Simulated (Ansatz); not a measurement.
Consider Bi2S3 (Bismuthinite).

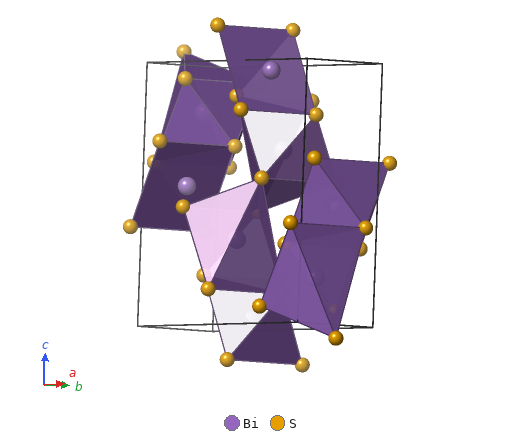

The structure (bismuth purple, sulfur orange). Some periodic images of atoms are drawn too.

Symmetry: Pnma, No. 62, orthorhombic system. The conventional cell has a = 11.316 Å, b = 3.971 Å, c = 11.178 Å, α = 90.00°, β = 90.00°, γ = 90.00°. Nearest to Bi lie 6 S at 2.67 to 3.06 Å. Bi has 7 S at 2.59 to 3.32 Å nearest. Nearest to S lie 3 Bi at 2.68 to 2.74 Å. Nearest to S lie 5 Bi at 2.59 to 3.06 Å. Nearest to S lie 5 Bi at 2.67 to 3.32 Å. Farther neighbours and most contacts between anions are not listed.

```yaml
crystal:
  lattice:
    - [11.31600, 0.00000, 0.00000]
    - [0.00000, 3.97090, 0.00000]
    - [0.00000, 0.00000, 11.17800]
  atoms:
    - { symbol: Bi, position: [0.48339, 0.25000, 0.32581] }
    - { symbol: Bi, position: [0.01661, 0.75000, 0.82581] }
    - { symbol: Bi, position: [0.98339, 0.25000, 0.17419] }
    - { symbol: Bi, position: [0.51661, 0.75000, 0.67419] }
    - { symbol: Bi, position: [0.34069, 0.75000, 0.03429] }
    - { symbol: Bi, position: [0.15931, 0.25000, 0.53429] }
    - { symbol: Bi, position: [0.84069, 0.75000, 0.46571] }
    - { symbol: Bi, position: [0.65931, 0.25000, 0.96571] }
    - { symbol: S, position: [0.28540, 0.25000, 0.19410] }
    - { symbol: S, position: [0.21460, 0.75000, 0.69410] }
    - { symbol: S, position: [0.78540, 0.25000, 0.30590] }
    - { symbol: S, position: [0.71460, 0.75000, 0.80590] }
    - { symbol: S, position: [0.55000, 0.75000, 0.12840] }
    - { symbol: S, position: [0.95000, 0.25000, 0.62840] }
    - { symbol: S, position: [0.05000, 0.75000, 0.37160] }
    - { symbol: S, position: [0.45000, 0.25000, 0.87160] }
    - { symbol: S, position: [0.37560, 0.75000, 0.44230] }
    - { symbol: S, position: [0.12440, 0.25000, 0.94230] }
    - { symbol: S, position: [0.87560, 0.75000, 0.05770] }
    - { symbol: S, position: [0.62440, 0.25000, 0.55770] }
```

The cell and positions come from the Crystallography Open Database and are kept as given unless a step says otherwise. Spin-orbit coupling is left out unless a run names it.

Gaps computed with Ansatz 0.2.0 without a self-energy: PBE 1.42 eV, PBE+SOC 0.98 eV, HSE06 2.05 eV and HSE06+SOC 1.51 eV.

Question: What gap should G0W0 on PBE give (2×4×2 mesh, 2987 empty bands, screening to 190 eV, hard PAW files)?

About 1.80 eV: on its mesh the run moves the gap from 1.46 eV by +0.38 eV, and the mesh misses the edges by 0.04 eV. Among the scalar-relativistic levels given, HSE06 is nearest (+0.25 eV). Spin-orbit coupling is not in that value; its −0.44 eV at the PBE level would bring it to about 1.36 eV. Bands and cutoff are finite, so the gap is not at the basis limit. The miss can reach some tenths of an eV and take either sign; the mesh is an error of its own. The 2×4×2 mesh is coarse for this cell (its supercell is 16 Å along the shortest edge). The RPA ε∞ on it, from the PBE start, is 10.01, 13.27 and 13.44; such meshes misread the long-range screening, most where the gap is narrow. Where an edge is built on 6p states of lead, bismuth or thallium, scalar-relativistic gaps usually stand too wide, by a few tenths to over one eV. The many-body steps are scalar-relativistic: spin-orbit coupling is not in them.

[Paths, hosts, dates, memory and timing lines, banners, echoed tables and standing remarks are left out of the program output.]

[Logs are printed without paths, hosts, clocks, repeated set-up lines and the standing remarks that a program may print on its own settings, such as how far it seeks lower states.]

[Runs of the session that timed out or met a known fault of the program may be left out.]

[Cells called generated may have been cut or substituted from an entry of the Crystallography Open Database or the Materials Project.]

[Hosts, paths, dates, database ids (printed as entryN), source tags and the programs' standing remarks are cut or masked in the printed files.]
